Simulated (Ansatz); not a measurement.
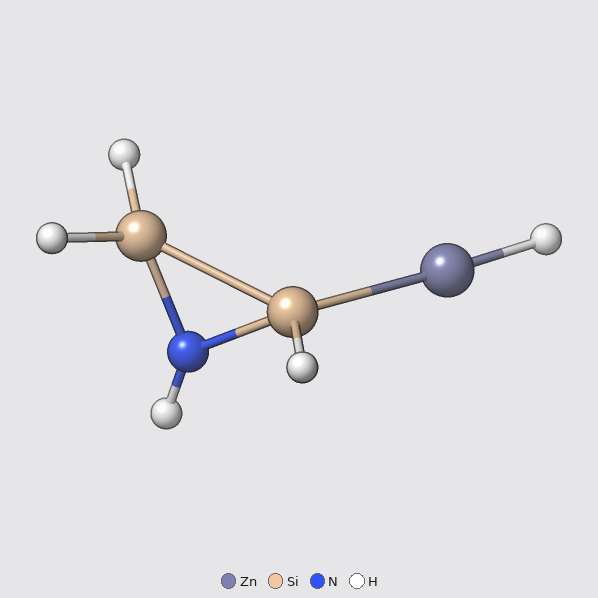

A ball-and-stick model of a molecule.

What does the picture show?

The molecule is H5NSi2Zn. SMILES: `[ZnH][Si@@H]1N[SiH2]1`. Among its groups: Si–H bond, Si–N bond. The point group is C1. Coordination, clear cases only: 1 Zn linear.

The parts below concern this one geometry. Atoms keep their numbers from picture to picture. The computed structure is the end point of a PBE0-D4/def2-TZVP optimisation.

## Charges

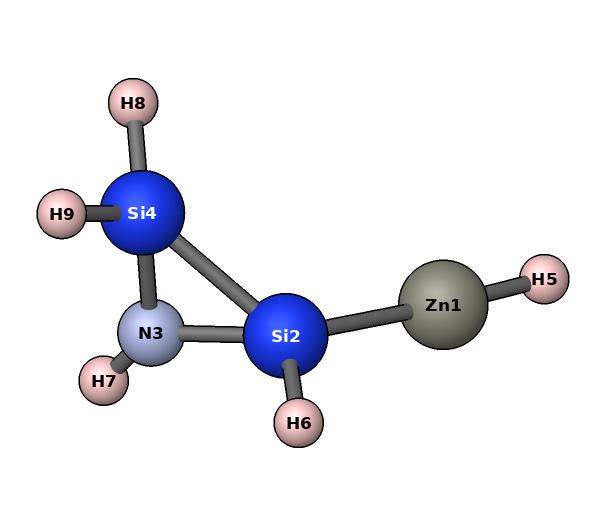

The questions are on Mulliken charges. Method: RKS PBE-D4/def2-TZVPP (Ansatz 0.2.0).

Which atom carries the highest charge (most positive or least negative)?

Answer. Si2 (0.25 e).

And the lowest?

Answer. N3 (−0.35 e).

List the Mulliken charges.

```csv
atom,value (e)
Zn1,0.09
Si2,0.25
N3,−0.35
Si4,0.19
H5,−0.11
H6,−0.07
H7,0.13
H8,−0.07
H9,−0.06
```

## Levels of theory compared

Program: Ansatz 0.2.0.

At this fixed geometry, give HOMO–LUMO gap (eV) at these levels: B3LYP-D4/def2-TZVPP; BHLYP-D4/def2-TZVPP; CAM-B3LYP-D4/def2-TZVPP; HSE06 (plane-wave form)-D4/def2-TZVPP; PBE-D4/def2-TZVPP; PBE0-D4/def2-QZVPP; PBE0-D4/def2-SVP; r2SCAN0-D4/def2-TZVPP; ωB97M-V/def2-SVP.

```json
{"level": "B3LYP-D4/def2-TZVPP", "HOMO–LUMO gap (eV)": "4.65"}
{"level": "BHLYP-D4/def2-TZVPP", "HOMO–LUMO gap (eV)": "6.60"}
{"level": "CAM-B3LYP-D4/def2-TZVPP", "HOMO–LUMO gap (eV)": "7.10"}
{"level": "HSE06 (plane-wave form)-D4/def2-TZVPP", "HOMO–LUMO gap (eV)": "4.30"}
{"level": "PBE-D4/def2-TZVPP", "HOMO–LUMO gap (eV)": "3.34"}
{"level": "PBE0-D4/def2-QZVPP", "HOMO–LUMO gap (eV)": "5.02"}
{"level": "PBE0-D4/def2-SVP", "HOMO–LUMO gap (eV)": "5.60"}
{"level": "r2SCAN0-D4/def2-TZVPP", "HOMO–LUMO gap (eV)": "5.29"}
{"level": "ωB97M-V/def2-SVP", "HOMO–LUMO gap (eV)": "9.40"}
```

## Vibrations

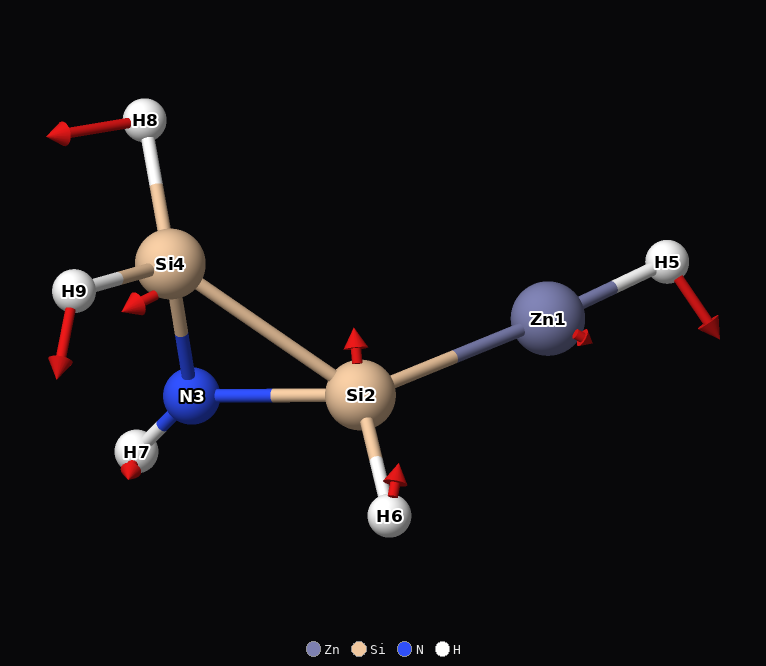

The arrows show one normal mode. Harmonic vibrations computed with RKS PBE0-D4/def2-TZVP (Ansatz 0.2.0) at a stationary point of the same level.

At what wavenumber does it lie?

Answer. 79 cm⁻¹; it is mode 1 of 21 counted from the lowest.

Mulliken values depend strongly on the basis set and can even reverse the polarity of a bond.
